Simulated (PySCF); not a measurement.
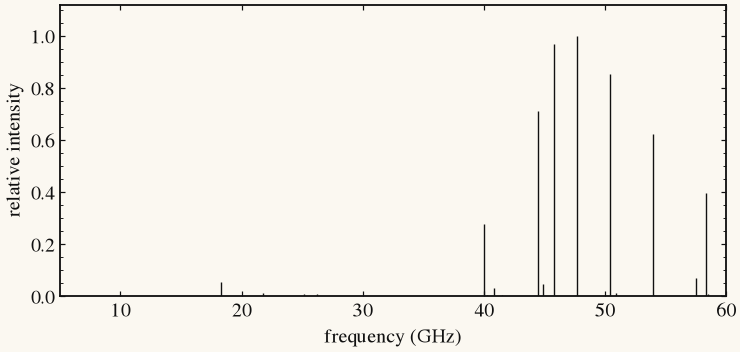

Simulated rotational absorption lines between 5 and 60 GHz at 8 K: rigid rotor with the equilibrium constants and dipole of one optimised conformer (PBE0-D3(BJ)/def2-SVP, PySCF), commonest isotopes; no centrifugal distortion, hyperfine structure, internal rotation or nuclear-spin weights; lines within 1 MHz of each other are summed.

Which molecule gives this spectrum?
A. C₅H₆ (bicyclo[2.1.0]pent-2-ene), SMILES C1=C[C@H]2C[C@@H]12
B. C₂H₅N (N-methylmethanimine), SMILES C=NC

Option B. Rotational constants A, B, C = 53.93, 10.69, 9.442 GHz, |μa|, |μb|, |μc| = 0.11, 1.42, 0.00 D.

Known limits of this run: coarse grid, loose stop and no frequency check, small forces are noise and the end may be a saddle.
